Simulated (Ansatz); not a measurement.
Consider BaTiO$_{3}$ (space group P4mm, No. 99; a = 3.972 Å, c = 4.113 Å). Axes: x, y, z lie along a, b, c of the conventional cell.

One thing is altered: compressive biaxial strain of 4.36 % in the plane normal to [001], as in epitaxy on a mismatched substrate; the out-of-plane cell vector and the atoms relax.

Computed with r2SCAN (Ansatz, an electronic-structure program, PAW, scalar-relativistic without spin-orbit coupling).

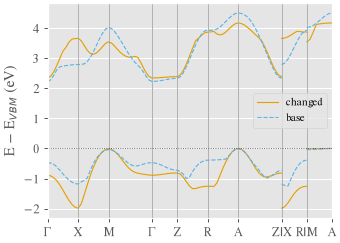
Figure: Highest valence and lowest conduction band along the path, each from its own valence-band maximum

Question: Read the changed gap and its character from the plot.

Answer: About 2.3 eV, indirect, A → Γ.

No phonon test of stability was made. All final runs are without spin polarisation.
